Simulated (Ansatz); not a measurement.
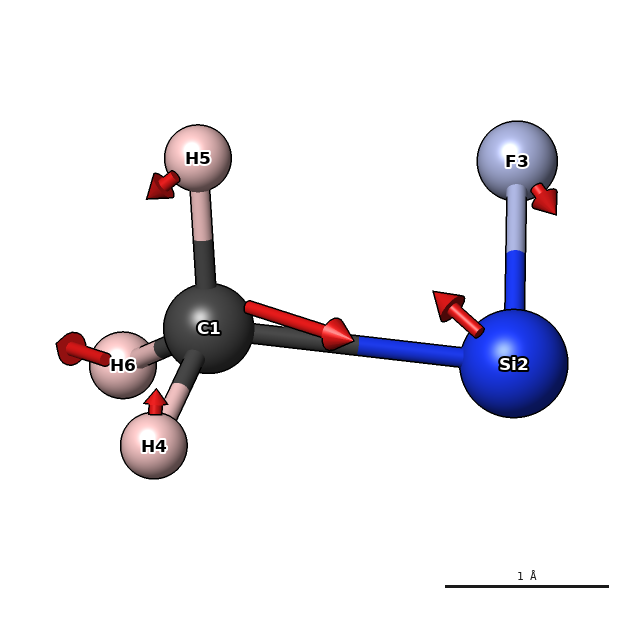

Arrows show the forces on the atoms, 0.4 Å of arrow for 1 eV/Å; forces under a tenth of the largest aren't drawn. Level of theory: PBE0-D4/def2-TZVPP (Ansatz 0.2.0).

On which atom is the force largest, and how large is it?

On C1: 2.26 eV/Å.

Which bond do the forces act along most?

C1–H6, now 1.058 Å: the forces push its atoms apart, so a first step downhill lengthens it.

List the force components in the frame of the picture (x right, y up, z towards the viewer), in eV/Å.

```tsv
atom	Fx	Fy	Fz
C1	1.64	−0.53	1.47
Si2	−0.73	0.66	−0.40
F3	0.31	−0.43	0.27
H4	0.02	0.42	0.03
H5	−0.46	−0.37	−0.24
H6	−0.78	0.25	−1.14
```
